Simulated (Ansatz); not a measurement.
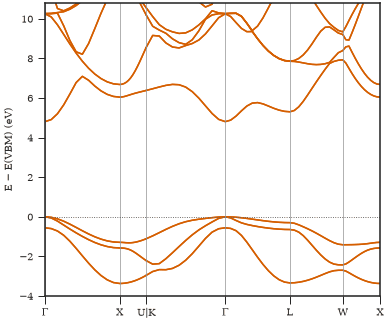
Figure. Band structure from DFT-PBEsol with spin–orbit coupling in the program Ansatz with PAW potentials

Task: Read off the gap and where the band edges lie.

Result: About 4.8 eV (4.81 eV by a search for the band edges); maximum at Γ, minimum at Γ.

The material is LiBr (rock salt, space group No. 225).

Space group Fm-3m (rock salt). The PBEsol relaxation kept the symmetry of its start.

Potentials: the later of the program's two PAW sets.
